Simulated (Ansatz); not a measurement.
**TiNH2Cl3 (charge +1): single-point calculation**

TiNH2Cl3 (Ti(NH2)Cl3), charge +1, multiplicity 2, computed with UKS PBE0-D4/def2-TZVP (Ansatz 0.2.0).

The geometry comes from this level: r2SCAN-D4/def2-SVP.

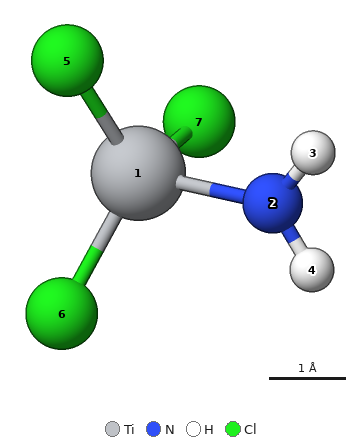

The structure as given in the input (ball-and-stick view, seen at a tilt; atoms are numbered from 1 in the order of the input). Sticks mark near contacts. Bond lengths as drawn: Cl–Ti 2.13 to 2.14 Å, H–N 1.03 Å and N–Ti 2.05 Å.

## Summary

```json
{"quantity": "outcome", "value": "converged"}
{"quantity": "total energy", "value": "−62185.1443 eV"}
{"quantity": "mean-field energy", "value": "−62184.9442 eV"}
{"quantity": "dispersion energy", "value": "−0.2001 eV"}
{"quantity": "⟨S²⟩", "value": "0.760"}
{"quantity": "SCF solution under orbital rotations", "value": "stable"}
{"quantity": "HOMO (either spin)", "value": "−14.20 eV"}
{"quantity": "LUMO (either spin)", "value": "−10.90 eV"}
{"quantity": "hardware", "value": "4 threads of Arm Neoverse V2, 23 GiB of memory available, shared host"}
{"quantity": "wall time", "value": "7.5 s (CPU time 28 s)"}
{"quantity": "peak memory", "value": "0.88 GiB"}
```

## Input
```yaml
crystal:
  periodic: [false, false, false]
  atoms:
    - {symbol: Ti, position_ang: [0.032173, 0.053362, -0.846352]}
    - {symbol: N, position_ang: [-0.008569, -0.013068, 1.206889]}
    - {symbol: H, position_ang: [0.714441, -0.445458, 1.803745]}
    - {symbol: H, position_ang: [-0.781159, 0.335952, 1.796110]}
    - {symbol: Cl, position_ang: [2.092962, 0.043848, -1.384903]}
    - {symbol: Cl, position_ang: [-1.045074, 1.812243, -1.379897]}
    - {symbol: Cl, position_ang: [-1.004774, -1.786877, -1.195602]}
basis:
  gaussian: {orbitals: def2-TZVP, initial_orbitals: start.molden}
total_charge: 1
magnetization: {spin_polarized: true, initial_magnetization: 1}
hamiltonian: {xc: pbe0, dispersion: d4}
scf: {omitted_lower_state_checks: [starts]}
output: {orbitals: {seedname: orbitals}}
```

Command:
```bash
ansatz run in.yaml --threads 4 --pin off --events-out ev --progress --plain --max-ram 3916MiB
```

## Log
```
Functional definition: PBE0
  name "PBE0"
  cite "Adamo & Barone, J. Chem. Phys. 110, 6158 (1999) doi:10.1063/1.478522"
  cite "Perdew, Burke & Ernzerhof, Phys. Rev. Lett. 77, 3865 (1996) doi:10.1103/PhysRevLett.77.3865"
  parent pbe
  parameter a = 0.25
  parameter kappa = 0.804
  parameter beta = 0.06672455060314922
  exchange = (1 - a)*pbe_x(kappa = kappa, mu = beta*pi^2/3) + a*exact_x
  correlation = pbe_c(beta = beta)
these checks for a lower state are left out or cut short: starts
1513 factors; their error is unknown
mean field evaluation 1: about -62181.0591 eV, gradient 1.3e2 eV
mean field evaluation 2: about -62184.5527 eV, gradient 4.9e0 eV
mean field evaluation 4: about -62184.9436 eV, gradient 2.5e-1 eV
mean field evaluation 8: about -62184.9442 eV, gradient 3.3e-5 eV
mean field -62184.94418834 eV, -2285.2545484523 hartree, gradient 3.3e-5 eV, S^2 0.760133; 0 other end points of the search recorded, 0 dependent functions left out
reference -62184.94422487 eV, -2285.2545497948 hartree; 41, 40 occupied and 158, 159 virtual orbitals, 1513 factors
Total energy: -62185.14429017 eV, -2285.2619020590 hartree
Checks for a lower state left out: starts
```

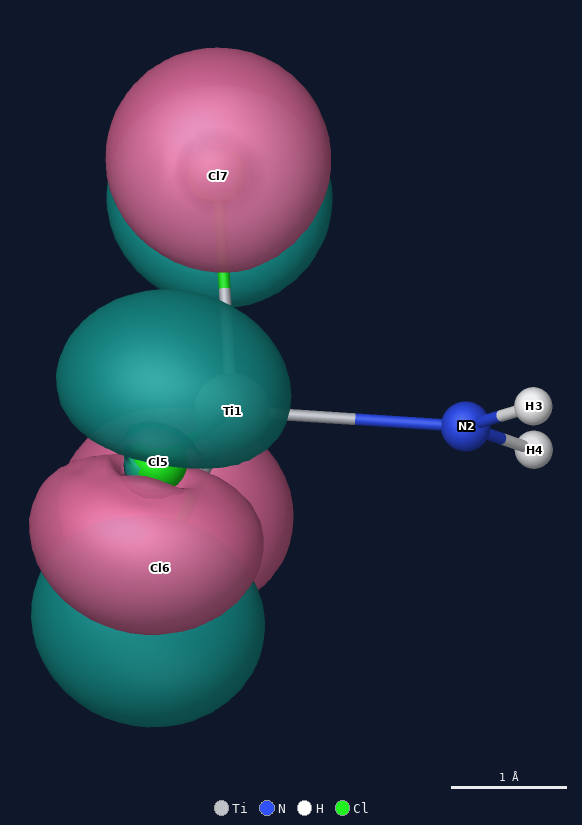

The HOMO (α) at ±0.1 Å⁻³ᐟ² (teal and pink are the two phases), seen from the side. Its energy is −14.23 eV.

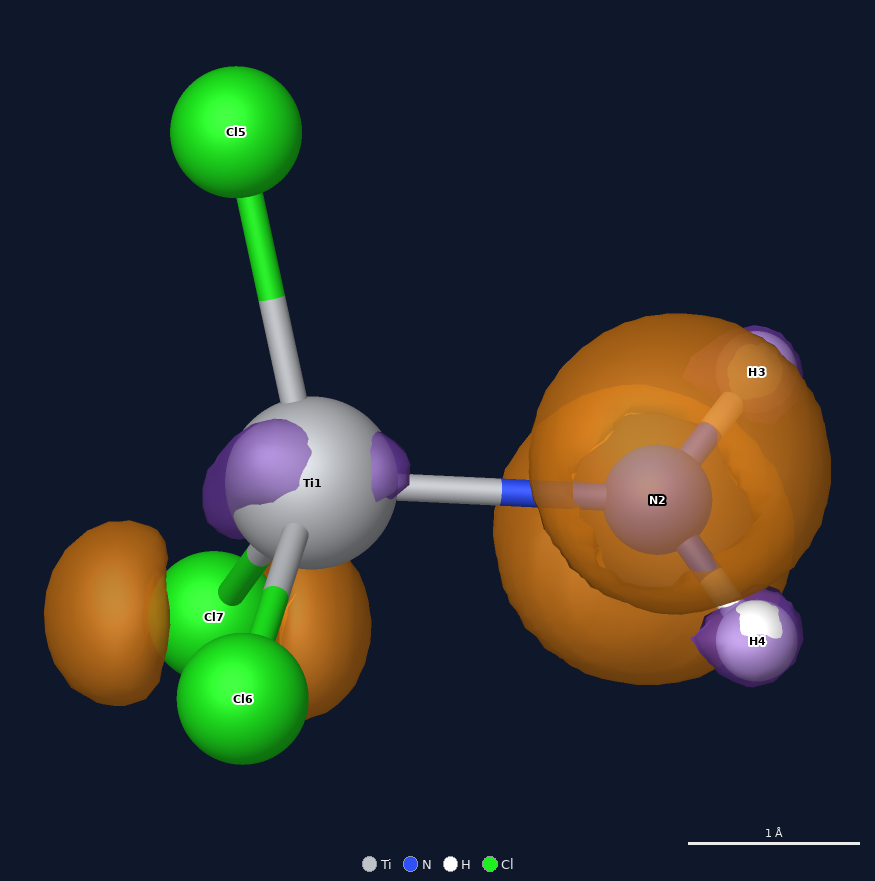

Isosurfaces of the spin density at +0.03 (orange) and −0.03 e/Å³ (purple), seen at a tilt. The unpaired spin (1 electron) lies mostly on N2 (about 0.8) and Cl7 (about 0.1), in electrons by Hirshfeld's partition.

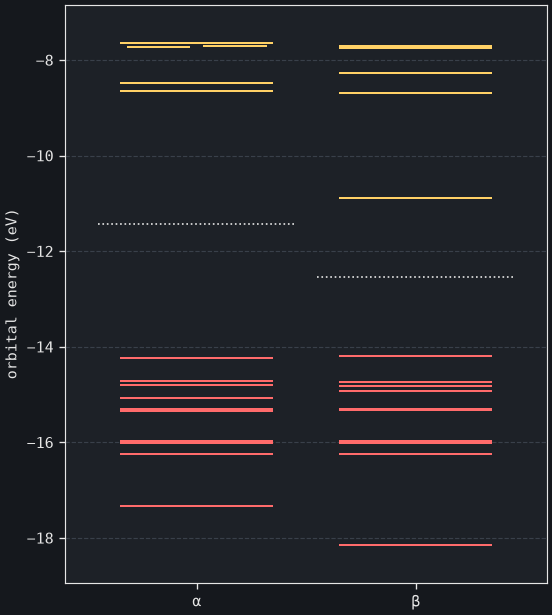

Orbital energies near the frontier for α and β spins; the dotted line parts filled from empty levels, and levels within 0.02 eV of each other stand side by side. α: highest filled −14.23 eV, lowest empty −8.65 eV, 5.58 eV apart; β: highest filled −14.20 eV, lowest empty −10.90 eV, 3.30 eV apart.
